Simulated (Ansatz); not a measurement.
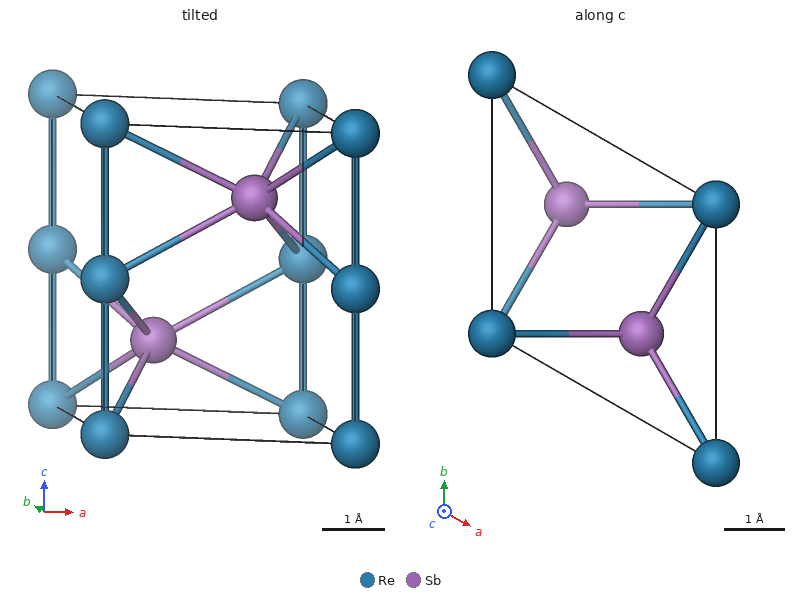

The figure gives a ball-and-stick picture of the atoms, viewed slightly off an axis and along the c axis. One conventional unit cell is outlined, and atoms on its boundary appear in each equivalent place.

ReSb, nickel arsenide (NiAs) type, space group P6_3/mmc (No. 194), a = 4.323 Å, b = 4.323 Å, c = 5.115 Å, α = 90.00°, β = 90.00°, γ = 120.00°. Its origin is a structure type filled with these elements by a generator (whether the compound takes this form wasn't checked). Earlier steps of the study, as a rule a relaxation of our own, may have changed the cell and positions, so they can lie some per cent off the listed ones. It was the input of a calculation with Ansatz.

This one geometry was computed with Ansatz (DFT, plane waves, PAW) at four levels of theory: LDA, PBEsol, r2SCAN and PBE with spin-orbit coupling.

Question: Which level gives the highest pressure at this volume, and what does that say about its equilibrium volume?

Answer: Highest: PBE with spin-orbit coupling (0.5 GPa), which points to the largest equilibrium volume. Lowest, with the smallest volume: LDA (-8.4 GPa). Levels within 0.5 GPa of each other can't be told apart.

Question: How does the band gap change with the level of theory?

Answer: All levels give a metal.

Question: Collect the results in a table.

Answer:
| level | cutoff (eV) | k-mesh of the run's cell | gap (eV) | pressure (GPa) |
| --- | --- | --- | --- | --- |
| LDA | 420 | 10×10×6 | metal | -8.4 |
| PBEsol | 420 | 10×10×6 | metal | -5.5 |
| r2SCAN | 500 | 10×10×6 | metal | -3.0 |
| PBE with spin-orbit coupling | 420 | 10×10×6 | metal | 0.5 |

Gaps are taken on the k-mesh or band path of each run.
